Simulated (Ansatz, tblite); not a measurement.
**GeCl4: spin-state energies by level**

Aim: set other spin states of GeCl4 against its singlet, on many levels of theory.

Computed with Ansatz 0.2.0, Gaussian basis. Level: as each input shows.

Plan: triplet, at the geometry of the singlet (GFN1-xTB, GFN2-xTB, PBE0-D4/def2-TZVP, PBE-D4/def2-TZVP, r2SCAN-D4/def2-TZVP); the singlet's energies come from earlier runs.

### Step 1. The relaxed structure

The geometry is that of the singlet, from an earlier relaxation (PBE-D4/def2-SVP).

5 atoms, charge 0, spin multiplicity 1.

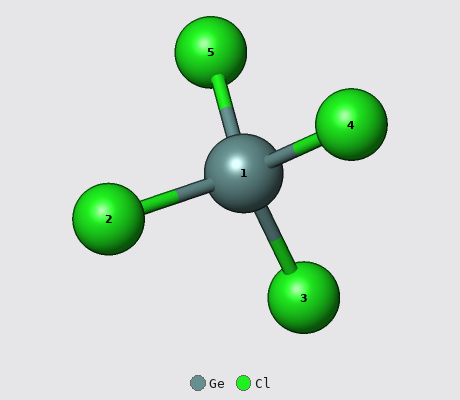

The structure; germanium teal, chlorine green; atoms are numbered from 1 in the order of the file.

Coordinates:

```
Ge    0.00005   -0.00001    0.00009
Cl    0.01061   -0.01780    2.14702
Cl    2.02061    0.01061   -0.72577
Cl   -1.01960    1.75649   -0.69609
Cl   -1.01169   -1.74929   -0.72525
```

### Step 2. Triplet at the fixed geometry, GFN1-xTB

Tight binding, by tblite at 300 K electronic temperature and without a spin-polarisation term:

```python
tblite.interface.Calculator('GFN1-xTB', numbers, positions, charge=0, uhf=2).singlepoint()
```

Energy -507.9720 eV; 0.006 s.

### Step 3. Triplet at the fixed geometry, GFN2-xTB

Tight binding, by tblite at 300 K electronic temperature and without a spin-polarisation term:

```python
tblite.interface.Calculator('GFN2-xTB', numbers, positions, charge=0, uhf=2).singlepoint()
```

Energy -548.3045 eV; 0.007 s.

### Step 4. Triplet at the fixed geometry, PBE0-D4/def2-TZVP

Input file in.yaml:

```yaml
crystal:
  periodic: [false, false, false]
  atoms:
    - {symbol: Ge, position_ang: [0.000048, -0.000009, 0.000091]}
    - {symbol: Cl, position_ang: [0.010615, -0.017799, 2.147017]}
    - {symbol: Cl, position_ang: [2.020615, 0.010609, -0.725769]}
    - {symbol: Cl, position_ang: [-1.019596, 1.756491, -0.696087]}
    - {symbol: Cl, position_ang: [-1.011692, -1.749292, -0.725252]}
basis:
  gaussian: {orbitals: def2-TZVP}
magnetization: {spin_polarized: true, initial_magnetization: 2}
hamiltonian: {xc: pbe0, dispersion: d4}
scf: {omitted_lower_state_checks: [starts]}
output: {orbitals: {seedname: orbitals}}
```

Command:

```console
$ ansatz run in.yaml --threads 2 --pin off --events-out ev --progress --plain --max-ram 4352MiB
```

Log:

```text
Functional definition: PBE0
  name "PBE0"
  cite "Adamo & Barone, J. Chem. Phys. 110, 6158 (1999) doi:10.1063/1.478522"
  cite "Perdew, Burke & Ernzerhof, Phys. Rev. Lett. 77, 3865 (1996) doi:10.1103/PhysRevLett.77.3865"
  parent pbe
  parameter a = 0.25
  parameter kappa = 0.804
  parameter beta = 0.06672455060314922
  exchange = (1 - a)*pbe_x(kappa = kappa, mu = beta*pi^2/3) + a*exact_x
  correlation = pbe_c(beta = beta)
these checks for a lower state are left out or cut short: starts
1473 factors; their error is unknown
mean field evaluation 1: about -106585.1103 eV, gradient 1.5e1 eV
mean field evaluation 2: about -106583.7876 eV, gradient 2.2e1 eV
mean field evaluation 4: about -106585.9001 eV, gradient 1.6e0 eV
mean field evaluation 8: about -106585.9170 eV, gradient 1.3e-1 eV
mean field evaluation 16: about -106586.3317 eV, gradient 3.2e-3 eV
mean field evaluation 32: about -106586.3511 eV, gradient 1.4e-3 eV
mean field -106586.35106195 eV, -3916.9761547030 hartree, gradient 9.0e-6 eV, S^2 2.005577; 0 other end points of the search recorded, 0 dependent functions left out
reference -106586.35109295 eV, -3916.9761558422 hartree; 51, 49 occupied and 145, 147 virtual orbitals, 1473 factors
Total energy: -106586.56921526 eV, -3916.9841716895 hartree
Checks for a lower state left out: starts
```

Run time: 56 s. Hardware: 2 threads of Arm Neoverse V1, shared host; peak memory 1.5 GiB.

Report: HOMO -4.33 eV, LUMO -8.04 eV (over both spins; with the spin held, an empty level of the minority spin lies below the top filled one); ⟨S²⟩ 2.006 (pure: 2.00).

### Step 5. Triplet at the fixed geometry, PBE-D4/def2-TZVP

start.molden holds the orbitals of an earlier run on this state, given as this run's starting guess.

Edit in.yaml of step 4 so:

```diff
@@ -9,5 +9,5 @@
 basis:
-  gaussian: {orbitals: def2-TZVP}
+  gaussian: {orbitals: def2-TZVP, initial_orbitals: start.molden}
 magnetization: {spin_polarized: true, initial_magnetization: 2}
-hamiltonian: {xc: pbe0, dispersion: d4}
+hamiltonian: {xc: pbe, dispersion: d4}
 scf: {omitted_lower_state_checks: [starts]}
```

Launched as before.

Log:

```text
Functional definition: PBE
  name "PBE"
  cite "Perdew, Burke & Ernzerhof, Phys. Rev. Lett. 77, 3865 (1996) doi:10.1103/PhysRevLett.77.3865"
  parent pbe
  parameter kappa = 0.804
  parameter beta = 0.06672455060314922
  exchange = pbe_x(kappa = kappa, mu = beta*pi^2/3)
  correlation = pbe_c(beta = beta)
these checks for a lower state are left out or cut short: starts
1382 factors; their error is unknown
mean field evaluation 1: about -106581.5604 eV, gradient 1.3e1 eV
mean field evaluation 2: about -106581.7055 eV, gradient 2.1e-1 eV
mean field evaluation 4: about -106581.6959 eV, gradient 7.5e-4 eV
mean field evaluation 8: about -106581.6959 eV, gradient 1.3e-5 eV
mean field evaluation 16: about -106581.6959 eV, gradient 1.7e-6 eV
mean field -106581.69594672 eV, -3916.8050823738 hartree, gradient 1.7e-6 eV, S^2 2.001522; 0 other end points of the search recorded, 0 dependent functions left out
reference -106581.69598792 eV, -3916.8050838878 hartree; 51, 49 occupied and 145, 147 virtual orbitals, 1382 factors
Total energy: -106581.94723681 eV, -3916.8143171144 hartree
Checks for a lower state left out: starts
```

Run time: 19 s. Hardware: 2 threads of Arm Neoverse V1, shared host; peak memory 0.56 GiB.

HOMO -3.53 eV, LUMO -8.13 eV (over both spins; with the spin held, an empty level of the minority spin lies below the top filled one); ⟨S²⟩ 2.002 (pure: 2.00).

### Step 6. Triplet at the fixed geometry, r2SCAN-D4/def2-TZVP

Edit in.yaml of step 5 so:

```diff
@@ -11,3 +11,3 @@
 magnetization: {spin_polarized: true, initial_magnetization: 2}
-hamiltonian: {xc: pbe, dispersion: d4}
+hamiltonian: {xc: r2scan, dispersion: d4}
 scf: {omitted_lower_state_checks: [starts]}
```

Same command.

Log:

```text
Functional definition: r2SCAN
  name "r2SCAN"
  cite "Furness, Kaplan, Ning, Perdew & Sun, J. Phys. Chem. Lett. 11, 8208 (2020) doi:10.1021/acs.jpclett.0c02405"
  cite "Furness, Kaplan, Ning, Perdew & Sun, J. Phys. Chem. Lett. 11, 9248 (2020) doi:10.1021/acs.jpclett.0c03077"
  parent r2scan
  parameter k0 = 0.174
  parameter k1 = 0.065
  parameter a1 = 4.9479
  exchange = r2scan_x(k0 = k0, k1 = k1, a1 = a1)
  correlation = r2scan_c
these checks for a lower state are left out or cut short: starts
1382 factors; their error is unknown
mean field evaluation 1: about -106606.7876 eV, gradient 9.3e0 eV
mean field evaluation 2: about -106606.8417 eV, gradient 1.1e-1 eV
mean field evaluation 4: about -106606.8245 eV, gradient 2.6e-4 eV
mean field evaluation 8: about -106606.8245 eV, gradient 2.6e-5 eV
mean field -106606.82448667 eV, -3917.7285391842 hartree, gradient 5.6e-6 eV, S^2 2.003625; 0 other end points of the search recorded, 0 dependent functions left out
reference -106606.82449716 eV, -3917.7285395695 hartree; 51, 49 occupied and 145, 147 virtual orbitals, 1382 factors
Total energy: -106606.88074144 eV, -3917.7306065087 hartree
Checks for a lower state left out: starts
```

Run time: 47 s. Hardware: 2 threads of Arm Neoverse V1, shared host; peak memory 0.62 GiB.

From the report: HOMO -3.62 eV, LUMO -8.40 eV (over both spins; with the spin held, an empty level of the minority spin lies below the top filled one); ⟨S²⟩ 2.004 (pure: 2.00).

### Step 7. Triplet less singlet, vertical

The singlet's energies are those of its earlier runs, whose logs aren't repeated here.

```tsv
level	triplet less singlet, vertical (eV)	time
GFN1-xTB	+5.833	0.013 s
GFN2-xTB	+4.691	0.012 s
PBE-D4/def2-TZVP	+4.605	22 s
r2SCAN-D4/def2-TZVP	+4.986	56 s
PBE0-D4/def2-TZVP	+5.371	62 s
```

Times add the two runs; a level without a time comes out of a correlated run. Tight binding without a spin term can't rank spin states.

### Step 8. Results

| quantity | value |
| --- | --- |
| triplet less singlet, vertical, functionals in def2-TZVP | +4.605 (PBE-D4) to +5.371 eV (PBE0-D4) |

All functionals put the triplet above the singlet, over a spread of 0.766 eV. The checks for a lower triplet were left out, so another state of that spin may lie lower. These are electronic energies, without zero-point motion, entropy or surroundings.
